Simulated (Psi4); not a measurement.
# CH3N (SMILES C=N): levels of theory compared

We compute a comparison of 3 runs (HF/STO-3G, B2PLYP/6-31G, B3LYP/6-31G*) of CH3N. 

Program for the calculation: Psi4 1.11.

**1. Starting point**

CH3N has 5 atoms, charge 0, and is taken as a singlet. SMILES: `C=N`. The coordinates come from a PBE0-D4/def2-TZVP relaxation.

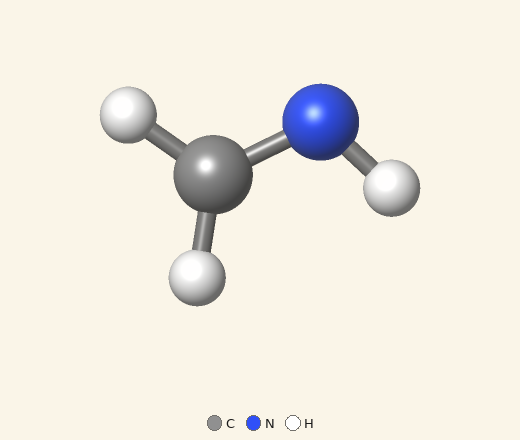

The structure, seen from a chosen angle (carbon grey, nitrogen blue, hydrogen white).

**2. A single-point energy at HF/STO-3G (run 1)**

Contents of job.dat:

```
memory 1600 mb

molecule {
  0 1
  C
  N 1 1.26057
  H 1 1.096289 2 124.89042
  H 1 1.091746 3 116.2758 2 179.9989
  H 2 1.020748 1 110.97286 4 179.99943
  symmetry c1
}

set basis STO-3G
set puream true
set e_convergence 1e-09
set d_convergence 1e-08
set scf_type pk

energy("hf")
print_variables()
```

Launch:

```console
psi4 -i job.dat -o job.out -n 1
```

job.out:

```text
[...]
  Running in c1 symmetry.
[...]
  Nuclear repulsion =   33.051912446804280
[...]
  Multiplicity = 1
[...]
  Nalpha       = 8
  Nbeta        = 8
[...]
    Number of basis functions: 13
[...]
   @RHF iter   1:   -92.76928940291019   -1.47183e+00   2.12819e-02 DIIS/ADIIS
[...]
   @RHF iter  10:   -92.82195101172877   -1.70530e-13   1.80493e-09 DIIS
[...]
    Orbital Energies [Eh]
    ---------------------
    Doubly Occupied:
       1A    -15.342725     2A    -11.082536     3A     -1.165380
       4A     -0.793787     5A     -0.634986     6A     -0.548544
       7A     -0.396009     8A     -0.358143
[...]
  @RHF Final Energy:   -92.82195101172877
   => Energetics <=
    Nuclear Repulsion Energy =             33.0519124468042804
    One-Electron Energy =                -191.1035055698999656
    Two-Electron Energy =                  65.2296421113669282
    Total Energy =                        -92.8219510117287712
[...]
 Multipole Moments:
 ------------------------------------------------------------------------------------
     Multipole            Electronic (a.u.)      Nuclear  (a.u.)        Total (a.u.)
 ------------------------------------------------------------------------------------
 L = 1.  Multiply by 2.5417464519 to convert [e a0] to [Debye]
 Dipole X            :          0.0000019            0.0000079            0.0000098
 Dipole Y            :         -0.1969367            0.7525340            0.5555973
 Dipole Z            :          0.8562795           -1.3154888           -0.4592093
 Magnitude           :                                                    0.7208062
[...]
```

Run time: 3.3 s. Hardware: 1 thread of AMD EPYC 7R43 (Zen 3), shared host; peak memory 0.17 GiB.

**3. The energy at B2PLYP/6-31G (density fitting for correlation) (run 2)**

Contents of job.in:

```
memory 1600 mb

molecule {
  0 1
  C     -0.037200    -0.386500     0.038000
  N      0.623200     0.654300    -0.225900
  H     -1.090200    -0.400600     0.342700
  H      0.457500    -1.356900    -0.036200
  H      0.046700     1.489800    -0.118600
  symmetry c1
}

set {
  basis                6-31G
  puream               true
  e_convergence        1e-09
  d_convergence        1e-08
  scf_type             pk
  dft_radial_points    99
  dft_spherical_points 590
  num_frozen_docc      2
}

energy("b2plyp")
```

Launch:

```console
psi4 -n 1 job.in job.out
```

job.out:

```text
[...]
  Running in c1 symmetry.
[...]
  Nuclear repulsion =   33.051917185351492
[...]
  Multiplicity = 1
[...]
  Nalpha       = 8
  Nbeta        = 8
[...]
    Number of basis functions: 24
[...]
   @RKS iter   1:   -94.28878275800437   -4.10555e-01   1.81225e-02 ADIIS/DIIS
[...]
   @RKS iter  10:   -94.38357591589372   -2.27374e-13   2.70733e-09 DIIS
[...]
    Orbital Energies [Eh]
    ---------------------
    Doubly Occupied:
       1A    -14.854834     2A    -10.675222     3A     -1.055466
       4A     -0.718061     5A     -0.586371     6A     -0.505318
       7A     -0.386308     8A     -0.324356
[...]
  @RKS Final Energy:   -94.38357591589372
   => Energetics <=
    Nuclear Repulsion Energy =             33.0519171853514919
    One-Electron Energy =                -192.0403946847452517
    Two-Electron Energy =                  71.0223050620565175
    DFT Exchange-Correlation Energy =      -6.4174034785564844
    Empirical Dispersion Energy =           0.0000000000000000
    VV10 Nonlocal Energy =                  0.0000000000000000
    Total Energy =                        -94.3835759158937151
[...]
 Multipole Moments:
 ------------------------------------------------------------------------------------
     Multipole            Electronic (a.u.)      Nuclear  (a.u.)        Total (a.u.)
 ------------------------------------------------------------------------------------
 L = 1.  Multiply by 2.5417464519 to convert [e a0] to [Debye]
 Dipole X            :          0.4266976           -1.2954626           -0.8687650
 Dipole Y            :          0.5332041           -0.6646495           -0.1314454
 Dipole Z            :         -0.1606896            0.4205186            0.2598290
 Magnitude           :                                                    0.9162651
[...]
```

Wall time 8.1 s (1 thread of AMD EPYC 7R43 (Zen 3), shared host); peak memory 0.4 GiB.

**4. Energy and gradient at B3LYP/6-31G(d) (spherical functions) (run 3)**

Contents of ch3n.xyz:

```xyz
5
CH3N
C     -0.037200    -0.386500     0.038000
N      0.623200     0.654300    -0.225900
H     -1.090200    -0.400600     0.342700
H      0.457500    -1.356900    -0.036200
H      0.046700     1.489800    -0.118600
```

Contents of run.py:

```python
import numpy as np
from ase.calculators.psi4 import Psi4
from ase.io import read

atoms = read('ch3n.xyz')
calc = Psi4(atoms=atoms, method='b3lyp', basis='6-31G*', memory='1600MB', num_threads=1, charge=0, multiplicity=1, label='calc')
calc.psi4.set_options({'puream': True, 'e_convergence': 1e-09, 'd_convergence': 1e-08, 'scf_type': 'pk', 'dft_radial_points': 99, 'dft_spherical_points': 590})
atoms.calc = calc

forces = atoms.get_forces()
print(f'energy: {atoms.get_potential_energy():.6f} eV')
print('forces / eV A^-1')
print(np.round(forces, 5))
```

Launch:

```console
python run.py
```

calc.dat:

```text
[...]
  Running in c1 symmetry.
[...]
  Nuclear repulsion =   33.051917185351492
[...]
  Multiplicity = 1
[...]
  Nalpha       = 8
  Nbeta        = 8
[...]
    Number of basis functions: 34
[...]
   @RKS iter   1:   -94.45489129689669   -2.70581e-01   1.71205e-02 DIIS/ADIIS
[...]
   @RKS iter  10:   -94.62471609133146   -1.05160e-12   4.88848e-09 DIIS
[...]
    Orbital Energies [Eh]
    ---------------------
    Doubly Occupied:
       1A    -14.325422     2A    -10.226062     3A     -0.906008
       4A     -0.621170     5A     -0.502851     6A     -0.428650
       7A     -0.331134     8A     -0.265298
[...]
  @RKS Final Energy:   -94.62471609133146
   => Energetics <=
    Nuclear Repulsion Energy =             33.0519171853514919
    One-Electron Energy =                -192.3285703394644770
    Two-Electron Energy =                  75.5129493433022958
    DFT Exchange-Correlation Energy =     -10.8610122805207823
    Empirical Dispersion Energy =           0.0000000000000000
    VV10 Nonlocal Energy =                  0.0000000000000000
    Total Energy =                        -94.6247160913314644
[...]
 Multipole Moments:
 ------------------------------------------------------------------------------------
     Multipole            Electronic (a.u.)      Nuclear  (a.u.)        Total (a.u.)
 ------------------------------------------------------------------------------------
 L = 1.  Multiply by 2.5417464519 to convert [e a0] to [Debye]
 Dipole X            :          0.5725195           -1.2954626           -0.7229431
 Dipole Y            :          0.5464750           -0.6646495           -0.1181746
 Dipole Z            :         -0.2036820            0.4205186            0.2168366
 Magnitude           :                                                    0.7639569
[...]
  -Total Gradient:
     Atom            X                  Y                   Z
    ------   -----------------  -----------------  -----------------
       1        0.006724811037     0.007843754202    -0.002494726106
       2       -0.011042241436    -0.007968641789     0.003748764710
       3        0.001928473522     0.001926626821    -0.000691063960
       4       -0.000085264976     0.001577346161    -0.000086789261
       5        0.002474049268    -0.003377981005    -0.000476213342
[...]
```

Standard output:

```text
energy: -2574.869677 eV
forces / eV A^-1
[[-0.3458  -0.40334  0.12828]
 [ 0.56781  0.40976 -0.19277]
 [-0.09917 -0.09907  0.03554]
 [ 0.00438 -0.08111  0.00446]
 [-0.12722  0.1737   0.02449]]
```

Run time: 9.9 s. Hardware: 1 thread of AMD EPYC 7R43 (Zen 3), shared host; peak memory 0.5 GiB.

**5. Overview of the runs**

```csv
run,level,frozen core orbitals,fitting correlation,energy (Eh),dipole moment (D),HOMO energy (eV),LUMO energy (eV),wall time
1,HF/STO-3G,0,–,-92.821951,1.83,-9.75,8.13,3.3 s
2,B2PLYP/6-31G (density fitting for correlation),2,density fitting,-94.452737,–,-8.83,1.59,8.1 s
3,B3LYP/6-31G* (spherical functions),0,–,-94.624716,1.94,-7.22,-0.18,9.9 s
```

**6. What came out**

| quantity | value |
| --- | --- |
| run 3: total energy | -94.62472 Eh |
| run 3: dipole moment | 1.94 D |
| run 3: HOMO energy | -7.22 eV |
| run 3: LUMO energy | -0.18 eV |
| run 3: HOMO–LUMO gap | 7.04 eV |
| run 3: largest force on an atom | 0.726 eV/Å |

**Reading.** The HOMO–LUMO gap runs from 7.04 eV (B3LYP/6-31G*) to 17.88 eV (HF/STO-3G). The two ends differ in method and basis. Totals of different functionals can't be ranked against each other. In run 1 the basis is minimal, so the values are rough. All runs together took 21 s, the longest 9.9 s.
